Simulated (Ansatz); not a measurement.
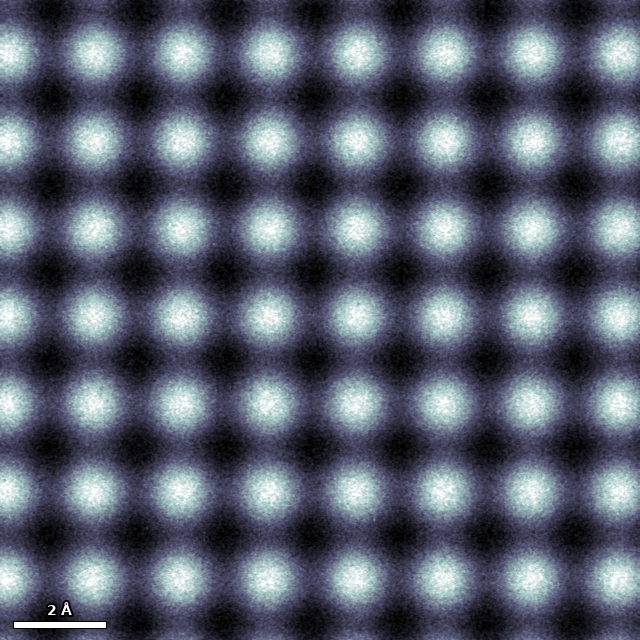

HAADF-like image of a crystal. The image is simulated as a sum over atoms of Z^1.6, blurred by a 1.26 Å probe (no channelling). The probe carries 25 % of its weight in a tail 2.5 times as wide. Shot noise and a slight drift were added.

Question: Measure the repeat of the pattern.

Answer: The pattern repeats on a square net with a repeat of 1.9 Å.

Question: What is the plane group of the image?

Answer: p4mm: fourfold points with mirror lines through them along the axes and the diagonals.

Question: How many columns does the smallest repeating cell hold, and how many levels of brightness?

Answer: 1 column in the primitive cell of 3.7 Å², all of one brightness.

The crystal is Rh (Fm-3m, No. 225) seen along [001]. Atomic positions: the input geometry of a calculation.
